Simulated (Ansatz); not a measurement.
Stretching the Si1–Ge2 bond in GeH6Si (SMILES [SiH3][GeH3]) (multiplicity 1 held, fragments rigid). Energies count from the point at 2.388 Å.
Geometry at that point (charge 0, multiplicity 1):
| atom | x (Å) | y (Å) | z (Å) |
|---|---|---|---|
| Si | -1.6041 | -0.1283 | 0.0205 |
| Ge | 0.7760 | 0.0621 | -0.0099 |
| H | -2.1772 | 0.8180 | 1.0069 |
| H | -1.9990 | -1.5073 | 0.3935 |
| H | -2.1562 | 0.1829 | -1.3193 |
| H | 1.2041 | 1.4898 | -0.3959 |
| H | 1.3883 | -0.9150 | -1.0303 |
| H | 1.3666 | -0.2582 | 1.3754 |

Restricted levels (R-, RO-) in cc, def2 and unpolarised 6-31G sets keep to the state of the molecule at rest. U- levels take the lowest unrestricted solution at each point, which mixes spins at long bonds. Active spaces are followed from a long bond inwards. Curves can end on different states.

Frozen-core correlation. Filled d and f shells under p-block atoms count as core.

Codes used: Ansatz (Gaussian orbitals). Each number belongs to the level named beside it.

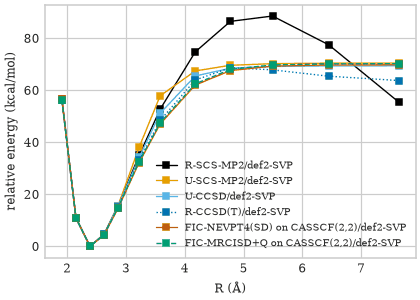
Fig. 1. Relative energy along the coordinate

Doubts at one or more of the structures used: a restricted determinant that unrestricted orbitals would lower (R-SCS-MP2/def2-SVP, R-CCSD(T)/def2-SVP); a spin-contaminated determinant (U-SCS-MP2/def2-SVP, U-CCSD/def2-SVP); T1 above 0.05 (U-CCSD/def2-SVP); other coupled-cluster roots lie near (R-CCSD(T)/def2-SVP).

Ansatz is a first-principles code.
